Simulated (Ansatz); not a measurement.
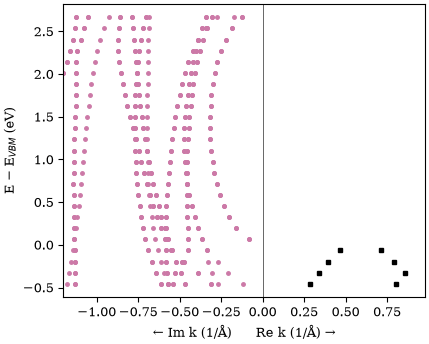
Fig. 1. Complex bands at the centre of the two-dimensional zone; r2SCAN (Ansatz, an electronic-structure program)

The gap is the functional's own. No spin-orbit coupling. Mid-gap values are interpolated on the energy grid.

Task: This is VBiO4 (I4_1/a, 12 atoms a cell, 12.8 Å³ an atom, -2 GPa at this level) along the normal of (001). Read off the slowest decay at the centre of the two-dimensional zone at 1.24 eV, the computed energy nearest the middle of the gap.

Result: κ ≈ 0.31 1/Å, a decay length 1/(2κ) of the density of 1.6 Å.
